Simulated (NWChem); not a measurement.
# CH6Ge (methyl germane): levels of theory compared

Aim: a comparison of 4 runs (HF/STO-3G, HF/3-21G, B3LYP/6-31G*) of CH6Ge (methyl germane). 

The results are computed with NWChem 7.3.0.

## 1. Starting point

The species is CH6Ge (8 atoms), meant as a singlet with charge 0. As SMILES, `[CH3][GeH3]`. Geometry: relaxed at PBE0-D4/def2-TZVP.

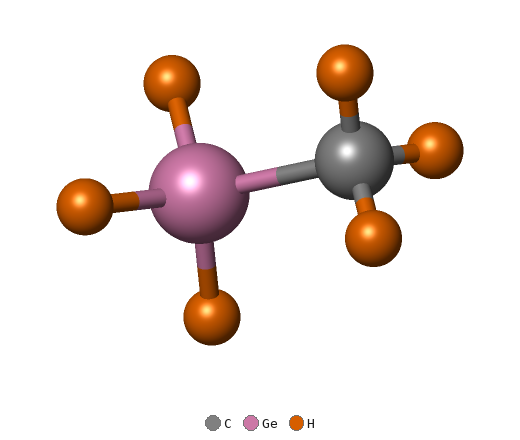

The structure, seen from a chosen angle (carbon grey, germanium pink, hydrogen orange).

## 2. Energy and gradient at HF/STO-3G (run 1)

File m1.nw:

```
start m1
title "CH6Ge"
memory total 2200 mb

geometry noautosym nocenter noautoz
   C     -0.310900     0.190300    -0.971400
   Ge     0.296900    -0.181900     0.846700
   H     -1.380100     0.404200    -0.976500
   H      0.218800     1.052200    -1.378400
   H     -0.124600    -0.669400    -1.616000
   H      0.030700     1.028200     1.760100
   H      1.807100    -0.479600     0.857700
   H     -0.445700    -1.401200     1.422100
end

basis spherical bse
   C library STO-3G
   Ge library STO-3G
   H library STO-3G
end

scf
   thresh 1e-08
   maxiter 80
   noprint "final vectors analysis"
end

task scf gradient
```

Run with:

```
nwchem m1.nw > m1.out
```

Log:

```text
[...]
  functions       =    29
[...]
  wavefunction    = RHF
[...]
         Total SCF energy =  -2092.665171860344
      One-electron energy =  -3174.686279395205
      Two-electron energy =    962.026191883647
 Nuclear repulsion energy =    119.994915651213
        Time for solution =      2.0s
[...]
                         RHF ENERGY GRADIENTS
    atom               coordinates                        gradient
                 x          y          z           x          y          z
   1 C      -0.587516   0.359615  -1.835680   -0.005763   0.003583  -0.017009
   2 Ge      0.561060  -0.343741   1.600031   -0.008101   0.004927  -0.024207
   3 H      -2.608011   0.763827  -1.845317   -0.007470   0.001099   0.002779
   4 H       0.413472   1.988370  -2.604798    0.005142   0.006246  -0.000400
   5 H      -0.235460  -1.264983  -3.053797    0.002420  -0.007451  -0.002323
   6 H       0.058015   1.943016   3.326107   -0.006577   0.030996   0.024371
   7 H       3.414924  -0.906313   1.620818    0.039178  -0.007838   0.001132
   8 H      -0.842251  -2.647884   2.687379   -0.018830  -0.031562   0.015658
[...]
```

It took 3.3 s on 1 thread of Intel Xeon Platinum 8259CL at 2.50GHz (Skylake/Cascade Lake), shared host; peak memory 0.1 GiB.

## 3. Energy and forces at HF/3-21G (run 2)

File ch6ge.xyz:

```xyz
8
CH6Ge gradient
C     -0.310900     0.190300    -0.971400
Ge     0.296900    -0.181900     0.846700
H     -1.380100     0.404200    -0.976500
H      0.218800     1.052200    -1.378400
H     -0.124600    -0.669400    -1.616000
H      0.030700     1.028200     1.760100
H      1.807100    -0.479600     0.857700
H     -0.445700    -1.401200     1.422100
```

File ch6ge.nw:

```
start ch6ge
title "CH6Ge gradient"
memory 2200 mb
charge 0

geometry units angstroms noautosym nocenter noautoz
load ch6ge.xyz
end

basis spherical bse
C library 3-21G
Ge library 3-21G
H library 3-21G
end

scf
thresh 1e-08
maxiter 80
end

task scf gradient
```

Run with:

```
nwchem ch6ge.nw > ch6ge.out
```

Log:

```text
[...]
  functions       =    43
[...]
  wavefunction    = RHF
[...]
         Total SCF energy =  -2106.462525401343
      One-electron energy =  -3177.382767388330
      Two-electron energy =    950.925326335774
 Nuclear repulsion energy =    119.994915651213
        Time for solution =      2.2s
[...]
                         RHF ENERGY GRADIENTS
    atom               coordinates                        gradient
                 x          y          z           x          y          z
   1 C      -0.587516   0.359615  -1.835680    0.001266  -0.000737   0.003960
   2 Ge      0.561060  -0.343741   1.600031   -0.001090   0.000636  -0.003231
   3 H      -2.608011   0.763827  -1.845317   -0.004681   0.000696   0.001705
   4 H       0.413472   1.988370  -2.604798    0.003210   0.003918  -0.000286
   5 H      -0.235460  -1.264983  -3.053797    0.001502  -0.004668  -0.001494
   6 H       0.058015   1.943016   3.326107    0.000211  -0.000824  -0.000489
   7 H       3.414924  -0.906313   1.620818   -0.000964   0.000177   0.000111
   8 H      -0.842251  -2.647884   2.687379    0.000546   0.000802  -0.000275
[...]
```

It took 3.6 s on 1 thread of Intel Xeon Platinum 8259CL at 2.50GHz (Skylake/Cascade Lake), shared host; peak memory 0.099 GiB.

## 4. Energy and forces at B3LYP/6-31G(d) (spherical functions) (run 3)

File run.py:

```python
from ase import Atoms
from ase.calculators.nwchem import NWChem

system = Atoms(['C', 'Ge', 'H', 'H', 'H', 'H', 'H', 'H'], positions=[
    [-0.310900, 0.190300, -0.971400],
    [0.296900, -0.181900, 0.846700],
    [-1.380100, 0.404200, -0.976500],
    [0.218800, 1.052200, -1.378400],
    [-0.124600, -0.669400, -1.616000],
    [0.030700, 1.028200, 1.760100],
    [1.807100, -0.479600, 0.857700],
    [-0.445700, -1.401200, 1.422100],
])

calc = NWChem(
    label='ch6ge',
    theory='dft',
    memory='2200 mb',
    basis='6-31G*',
    basispar='spherical bse',
    dft={'xc': 'b3lyp', 'mult': '1', 'grid': 'xfine', 'convergence': 'energy 1e-08', 'iterations': '100', 'mulliken': None},
)
system.calc = calc

forces = system.get_forces()
e = system.get_potential_energy()
print(f"E = {e:.6f} eV")
print("forces (eV/A):")
for s, f in zip(system.symbols, forces):
    print(f"{s:2s} {f[0]:10.5f} {f[1]:10.5f} {f[2]:10.5f}")
print("dipole (e A):", system.get_dipole_moment().round(4))
```

Run with:

```
export ASE_NWCHEM_COMMAND="nwchem PREFIX.nwi > PREFIX.nwo"
python run.py
```

Log:

```text
E = -57646.510022 eV
forces (eV/A):
C    -0.05368    0.03101   -0.16954
Ge    0.02674   -0.01471    0.07832
H    -0.11020    0.02237   -0.00226
H     0.05240    0.08706   -0.04273
H     0.01810   -0.08346   -0.06505
H    -0.01959    0.11390    0.10716
H     0.15313   -0.03286    0.01928
H    -0.06695   -0.12331    0.07482
dipole (e A): [-0.0504  0.0308 -0.1507]
```

The calculator wrote ch6ge.nwi:

```
title "ch6ge"

permanent_dir ch6ge

scratch_dir ch6ge

start ch6ge

geometry units angstrom nocenter noautosym noautoz
  C  -3.1090000000000001e-01 1.9030000000000000e-01 -9.7140000000000004e-01
  Ge 2.9690000000000000e-01 -1.8190000000000001e-01 8.4670000000000001e-01
  H  -1.3801000000000001e+00 4.0420000000000000e-01 -9.7650000000000003e-01
  H  2.1879999999999999e-01 1.0522000000000000e+00 -1.3784000000000001e+00
  H  -1.2460000000000000e-01 -6.6940000000000000e-01 -1.6160000000000001e+00
  H  3.0700000000000002e-02 1.0282000000000000e+00 1.7601000000000000e+00
  H  1.8070999999999999e+00 -4.7960000000000003e-01 8.5770000000000002e-01
  H  -4.4569999999999999e-01 -1.4012000000000000e+00 1.4220999999999999e+00
end

memory 2200 mb

basis spherical bse noprint
   * library 6-31G*
end

dft
  xc b3lyp
  mult 1
  grid xfine
  convergence energy 1e-08
  iterations 100
  mulliken
end

task dft gradient
```

ch6ge.nwo:

```text
Northwest Computational Chemistry Package (NWChem) 7.3.0
             --------------------------------------------------------

           Job information
           ---------------

    nwchem branch   = 7.3.0
    use scalapack   = T
    input           = ch6ge.nwi
    prefix          = ch6ge.
    data base       = ch6ge/ch6ge.db
    status          = startup
    nproc           =        1

           Memory information
           ------------------

    heap     =     72089598 doubles =      550.0 Mbytes
    stack    =     72089595 doubles =      550.0 Mbytes
    global   =    144179200 doubles =     1100.0 Mbytes (distinct from heap & stack)
    total    =    288358393 doubles =     2200.0 Mbytes
    verify   = yes
    hardfail = no

[... 107 lines left out ...]
  convergence criterion.
[... 40 lines left out ...]
          Spatial weights used:  Erf1
[... 76 lines left out ...]
         Total DFT energy =    -2118.470186368347
[... 3 lines left out ...]
 Nuclear repulsion energy =      119.994915651213
[... 479 lines left out ...]
          Convergence on gradient requested:  5.00D-04
[... 27 lines left out ...]
          total energy or number of iterations.
[... 26 lines left out ...]
                         DFT ENERGY GRADIENTS

    atom               coordinates                        gradient
                 x          y          z           x          y          z
   1 C      -0.587516   0.359615  -1.835680    0.001044  -0.000603   0.003297
   2 Ge      0.561060  -0.343741   1.600031   -0.000520   0.000286  -0.001523
   3 H      -2.608011   0.763827  -1.845317    0.002143  -0.000435   0.000044
[... 4 lines of this table left out ...]
   8 H      -0.842251  -2.647884   2.687379    0.001302   0.002398  -0.001455

                 ----------------------------------------
                 |  Time  |  1-e(secs)   |  2-e(secs)   |
                 ----------------------------------------
                 |  CPU   |       0.01   |       3.76   |
                 ----------------------------------------
                 |  WALL  |       0.01   |       3.76   |
                 ----------------------------------------

 Task  times  cpu:       33.3s     wall:       33.3s
 Total times  cpu:       33.4s     wall:       33.4s
```

Run time: 35 s. Hardware: 1 thread of Intel Xeon Platinum 8259CL at 2.50GHz (Skylake/Cascade Lake), shared host; peak memory 0.14 GiB.

## 5. Energy and gradient at B3LYP/6-31G(d) (Cartesian functions) (run 4)

File input.nw:

```
start input
title "CH6Ge"
memory 2200 mb
geometry noautosym nocenter noautoz
 C     -0.310900     0.190300    -0.971400
 Ge     0.296900    -0.181900     0.846700
 H     -1.380100     0.404200    -0.976500
 H      0.218800     1.052200    -1.378400
 H     -0.124600    -0.669400    -1.616000
 H      0.030700     1.028200     1.760100
 H      1.807100    -0.479600     0.857700
 H     -0.445700    -1.401200     1.422100
end
basis
 C library 6-31G*
 Ge library 6-31G*
 H library 6-31G*
end
dft
 xc b3lyp
 grid xfine
 convergence energy 1e-08
 iterations 100
 mulliken
end
task dft gradient
```

Run with:

```
nwchem input.nw > input.out
```

Log:

```text
[...]
          Wavefunction type:  closed shell.
          No. of atoms     :     8
          No. of electrons :    44
[...]
          Charge           :     0
          Spin multiplicity:     1
[...]
          AO basis - number of functions:    62
[...]
              XC Information
              --------------
                         B3LYP Method XC Potential
                     Hartree-Fock (Exact) Exchange  0.200
                        Slater Exchange Functional  0.800 local
                    Becke 1988 Exchange Functional  0.720 non-local
              Lee-Yang-Parr Correlation Functional  0.810
                  VWN I RPA Correlation Functional  0.190 local
[...]
 d= 0,ls=0.0,diis     1  -2118.4517954799 -2.24D+03  9.00D-03  9.66D-01     4.4
[...]
 d= 0,ls=0.0,diis     8  -2118.4760897786 -2.70D-09  2.73D-07  2.31D-10    27.7
         Total DFT energy =    -2118.476089778559
      One electron energy =    -3187.644030947315
           Coulomb energy =     1035.862692325154
    Exchange-Corr. energy =      -86.689666807611
 Nuclear repulsion energy =      119.994915651213
[...]
      Total Density - Mulliken Population Analysis
     ---------------------------------------------
    Atom       Charge   Shell Charges
 -----------   ------   -------------------------------------------------------
    1 C    6     6.57   1.99  0.67  2.11  0.65  1.11  0.03
    2 Ge  32    31.99   2.00  1.99  6.00  1.93  5.99  1.33  2.21  0.12  0.30  6.92  2.95  0.25
    3 H    1     0.83   0.52  0.31
    4 H    1     0.83   0.52  0.31
    5 H    1     0.83   0.52  0.31
    6 H    1     0.98   0.49  0.49
    7 H    1     0.98   0.49  0.49
    8 H    1     0.98   0.49  0.49
[...]
  wavefunction    = closed shell
                         DFT ENERGY GRADIENTS
    atom               coordinates                        gradient
                 x          y          z           x          y          z
   1 C      -0.587516   0.359615  -1.835680    0.000872  -0.000498   0.002783
   2 Ge      0.561060  -0.343741   1.600031   -0.000515   0.000284  -0.001508
   3 H      -2.608011   0.763827  -1.845317    0.002091  -0.000433   0.000101
   4 H       0.413472   1.988370  -2.604798   -0.000965  -0.001648   0.000861
   5 H      -0.235460  -1.264983  -3.053797   -0.000321   0.001554   0.001280
   6 H       0.058015   1.943016   3.326107    0.000291  -0.001835  -0.001823
   7 H       3.414924  -0.906313   1.620818   -0.002518   0.000551  -0.000394
   8 H      -0.842251  -2.647884   2.687379    0.001064   0.002025  -0.001299
[...]
```

Run time: 36 s. Hardware: 1 thread of Intel Xeon Platinum 8259CL at 2.50GHz (Skylake/Cascade Lake), shared host; peak memory 0.14 GiB.

## 6. Overview of the runs

| run | level | iteration cap | module | energy (Eh) | dipole moment (D) | largest force (eV/Å) | wall time |
| --- | --- | --- | --- | --- | --- | --- | --- |
| 1 | HF/STO-3G | 80 | scf | -2092.665172 | 0.11 | 2.056 | 3.3 s |
| 2 | HF/3-21G | 80 | scf | -2106.462525 | 0.64 | 0.264 | 3.6 s |
| 3 | B3LYP/6-31G* (spherical functions) | 100 | dft | -2118.470186 | 0.78 | 0.181 | 35 s |
| 4 | B3LYP/6-31G* (Cartesian functions) | 100 | dft | -2118.476090 | 0.77 | 0.152 | 36 s |

## 7. Summary of results

| quantity | value |
| --- | --- |
| run 4: total energy | -2118.47609 Eh |
| run 4: dipole moment | 0.77 D |
| run 4: HOMO energy | -8.53 eV |
| run 4: LUMO energy | 1.03 eV |
| run 4: HOMO–LUMO gap | 9.56 eV |
| run 4: largest force on an atom | 0.152 eV/Å |

**Reading.** The dipole moment (its size) runs from 0.11 D (HF/STO-3G) to 0.78 D (B3LYP/6-31G*). The two ends differ in method and basis. Over runs 2, 3, 4 the HOMO–LUMO gap runs from 9.56 eV (B3LYP/6-31G*) to 16.56 eV (HF/3-21G). In run 1 the basis is minimal, so the values are rough. All runs together took 78 s, the longest 36 s.
